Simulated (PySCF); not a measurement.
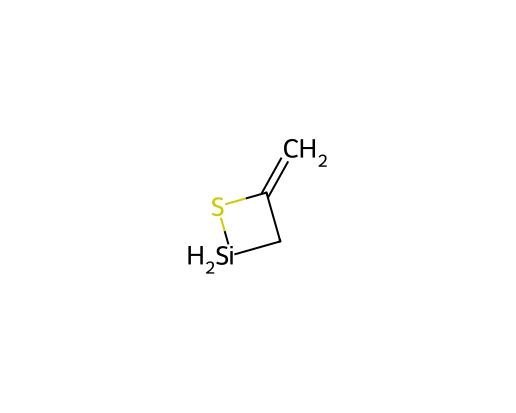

> Give its SMILES.

C=C1C[SiH2]S1

> Give the formula, hydrogens included.

C3H6SSi.

The parts below concern this one geometry. Atoms keep their numbers from picture to picture. The geometry was computed by an optimisation with PBE0-D3(BJ)/def2-SVP. No frequency run is at hand to confirm it as a minimum.

## Geometry

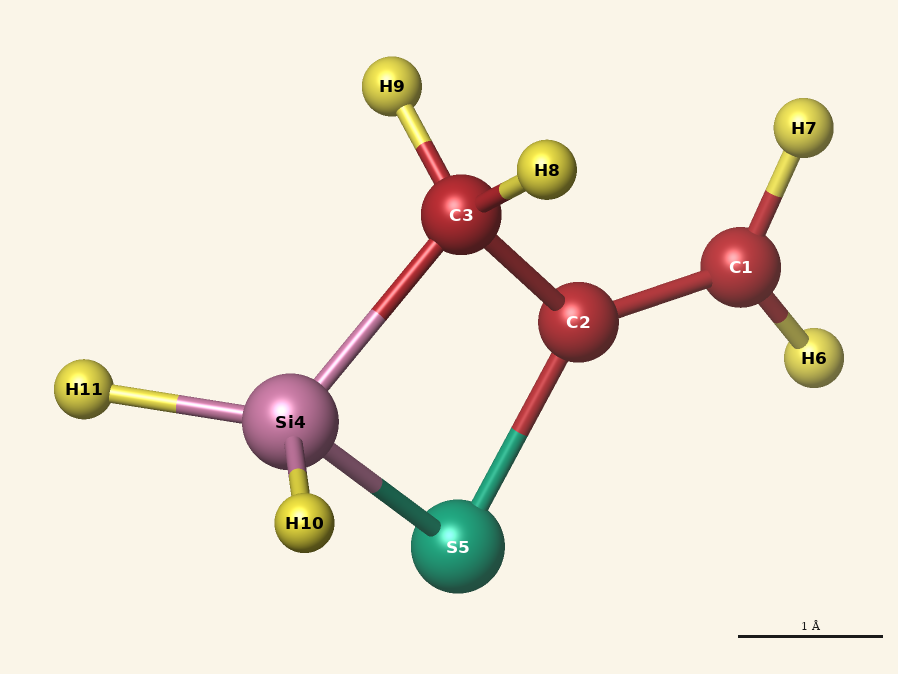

Numbered structure. No frequency run is at hand to confirm it as a minimum.

Give the bond lengths.

```
   bond  length (Å)   order
  C1–C2       1.334  double
  C1–H6       1.092  single
  C1–H7       1.093  single
  C2–C3       1.520  single
  C2–S5       1.799  single
 C3–Si4       1.892  single
  C3–H8       1.101  single
  C3–H9       1.102  single
 Si4–S5       2.161  single
Si4–H10       1.493  single
Si4–H11       1.492  single
```

## Electronic properties

No frequency run is at hand to confirm it as a minimum. Properties computed with B97-D/pcSseg-2, gas phase (PySCF 2.14.0).

> Estimate the HOMO energy (Kohn–Sham orbital).

−5.34 eV.

> What is the HOMO–LUMO gap?

4.20 eV.

> Estimate the dipole moment.

1.82 D.

## NMR shielding

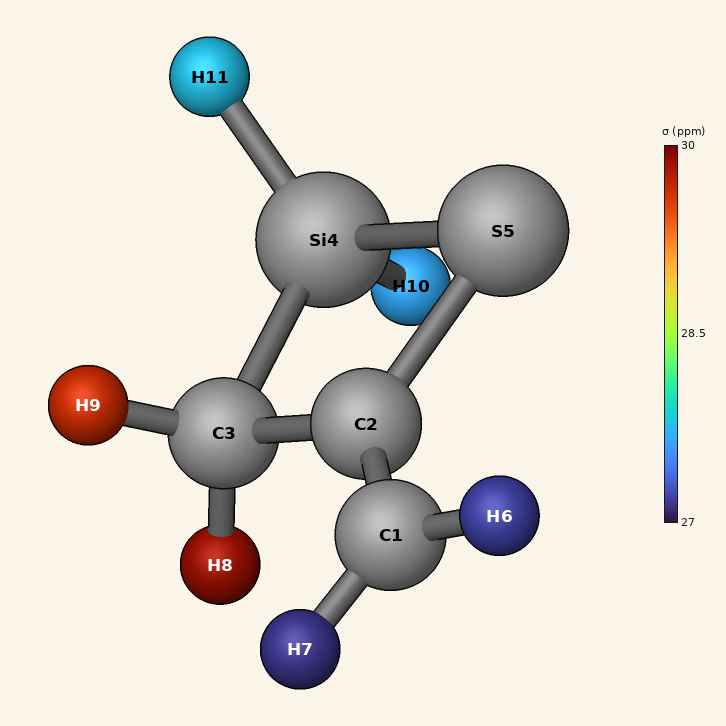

Atoms are coloured by their isotropic NMR shieldings (H only, the others grey). No frequency run is at hand to confirm it as a minimum. Method: GIAO PBE0/6-31G NMR shielding, non-relativistic, gas phase (PySCF 2.14.0).

> Which H atom is the most shielded (lowest chemical shift)?

H8 (29.87 ppm).

> Which H atom is the least shielded (highest chemical shift)?

H7 (27.16 ppm).

> How wide is the range of H shifts?

2.71 ppm.

List the isotropic NMR shieldings of the H atoms.

| atom | σ (ppm) |
| --- | --- |
| H6 | 27.21 |
| H7 | 27.16 |
| H8 | 29.87 |
| H9 | 29.64 |
| H10 | 27.68 |
| H11 | 27.78 |

## Ring current

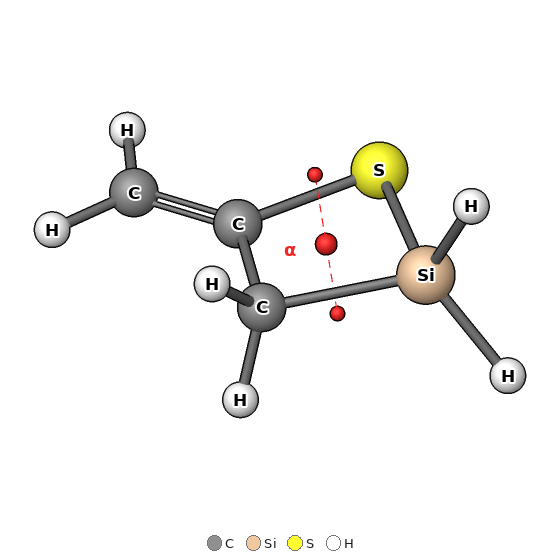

The small points mark where nucleus-independent chemical shifts (NICS) were computed: at the centre of each lettered ring and 1 Å above and below it. No frequency run is at hand to confirm it as a minimum. Properties computed with GIAO CAM-B3LYP/pcSseg-2 NMR shielding, non-relativistic, gas phase (PySCF 2.14.0).

Give NICS(0), NICS(1) and the out-of-plane component NICS(1)zz for each ring (means of the two sides).

```tsv
ring	members	NICS(0)	NICS(1)	NICS(1)zz
α	C2SSi	−0.3	−0.7	4.9
```

Values in ppm.
